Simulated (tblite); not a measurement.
# Energy and gradient calculation, with input and output: TiBrClF₂ (charge +1)

The run: energy and gradient calculation of TiBrClF₂, charge +1, multiplicity 2. Method and program: GFN1-xTB, U-SCC (tblite 0.8.0).

The geometry is that of the parent species in another charge or spin state. The geometry comes from this level: PBE0-D4/def2-TZVP.

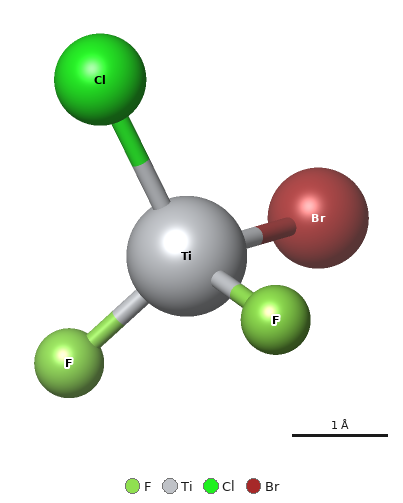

**Figure 1.** The input geometry (ball-and-stick view, seen at a tilt). Sticks mark near contacts. Bond lengths as drawn: Br–Ti 2.33 Å, Cl–Ti 2.17 Å and F–Ti 1.73 Å.

**Input (job.py)**
```python
# GFN1-xTB energy and gradient with ASE
import json
import numpy as np
from ase import Atoms
from ase.units import Bohr
from tblite.ase import TBLite
from ase.units import Hartree
from ase.units import Debye

molecule = Atoms(["F", "Ti", "F", "Cl", "Br"], positions=Bohr * np.array([
    [-0.108281, -0.556146, 3.348406],
    [0.124344, -0.188973, 0.102234],
    [2.694749, -1.895962, -0.996075],
    [-3.299840, -1.562992, -1.683557],
    [0.683136, 4.064801, -0.849243],
]))
start = molecule.get_positions()

molecule.calc = TBLite(
    method="GFN1-xTB",
    charge=1,
    multiplicity=2,
    accuracy=0.1,
    spin_polarization=1.0,
)
print(f"E: {molecule.get_potential_energy() / Hartree:.6f} Eh")
print(f"Dipole: {np.linalg.norm(molecule.get_dipole_moment()) / Debye:.4f} D")
print("Charges:", np.round(molecule.get_charges(), 4))
print("Forces (eV/angstrom):")
for a, F in zip(molecule, molecule.get_forces()):
    print(f"{a.symbol:<2} {F[0]:11.6f} {F[1]:11.6f} {F[2]:11.6f}")
json.dump(dict(energy=molecule.get_potential_energy(), forces=molecule.get_forces().tolist(), dipole=molecule.get_dipole_moment().tolist(), charges=molecule.get_charges().tolist(),
               symbols=molecule.get_chemical_symbols(), start=start.tolist(), final=molecule.positions.tolist()), open("results.json", "w"))
```

Launched with:
```bash
python job.py
```

**The program's output**
```
------------------------------------------------------------
  cycle        total energy    energy error   density error
------------------------------------------------------------
      1     -18.02283118658  -1.8060778E+01   5.9015212E-01
      2     -17.07563454561   9.4719664E-01   1.4461781E+00
      3     -18.85830087956  -1.7826663E+00   3.8495666E-01
      4     -18.67117981155   1.8712107E-01   4.0858294E-01
      5     -18.85557976734  -1.8439996E-01   3.2940975E-01
      6     -18.99596926522  -1.4038950E-01   2.7273606E-01
      7     -19.19893474849  -2.0296548E-01   1.8400092E-01
      8     -19.20720604470  -8.2712962E-03   1.7334898E-01
      9     -19.20627967357   9.2637113E-04   1.7357352E-01
     10     -19.22976630784  -2.3486634E-02   1.4544380E-01
     11     -19.18569270825   4.4073600E-02   1.9752096E-01
     12     -19.21052046414  -2.4827756E-02   2.1508655E-01
     13     -19.21067284762  -1.5238347E-04   2.1602107E-01
     14     -19.23030189632  -1.9629049E-02   1.5810158E-01
     15     -19.28361981636  -5.3317920E-02   6.3135953E-02
     16     -19.28776435767  -4.1445413E-03   1.6501714E-02
     17     -19.28600427554   1.7600821E-03   4.0456423E-02
     18     -19.28775777183  -1.7534963E-03   2.2205719E-02
     19     -19.28878626593  -1.0284941E-03   4.4294532E-03
     20     -19.28868720746   9.9058473E-05   7.7219765E-03
     21     -19.28885263051  -1.6542305E-04   1.4956378E-03
     22     -19.28885229032   3.4018782E-07   2.0621483E-03
     23     -19.28885289809  -6.0776492E-07   1.7763998E-03
     24     -19.28885811217  -5.2140796E-06   3.7220962E-04
     25     -19.28885849034  -3.7817383E-07   2.5002929E-04
     26     -19.28885859030  -9.9959937E-08   2.3712432E-05
     27     -19.28885858350   6.8005619E-09   6.0315298E-05
     28     -19.28885859000  -6.4963039E-09   2.1622817E-05
     29     -19.28885859106  -1.0597034E-09   4.3224087E-06
     30     -19.28885859110  -3.9513282E-11   1.7760121E-06
------------------------------------------------------------

 total:                                   0.049 sec
E: -19.288859 Eh
Dipole: 5.1152 D
Charges: [-0.2584  1.0132 -0.2584  0.3697  0.134 ]
Forces (eV/angstrom):
F    -0.000668    0.117342   -1.498076
Ti    1.569406   -1.767055    1.557062
F    -1.248733    0.713965    0.436065
Cl   -0.440497   -0.230693   -0.213055
Br    0.120492    1.166441   -0.281997
```

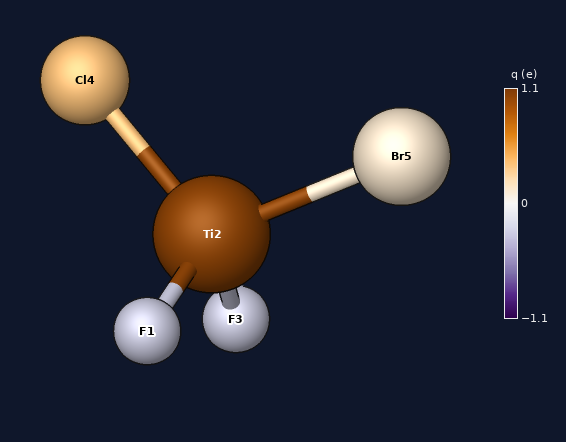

**Figure 2.** Mulliken charges, as the colour of each atom (ball-and-stick view, seen at a tilt; atoms are numbered from 1 in the order of the input). By element: F −0.26, Ti +1.01, Cl +0.37 and Br +0.13 e.

**Results in brief**

| quantity | value |
| --- | --- |
| outcome | converged |
| total energy | −19.288858 hartree |
| largest force | 2.830 eV/Å |
| hardware | 1 thread of Intel Xeon @ 2.50GHz (Skylake/Cascade Lake), 189 GiB of memory available, shared host |
| peak memory | 0.067 GiB |
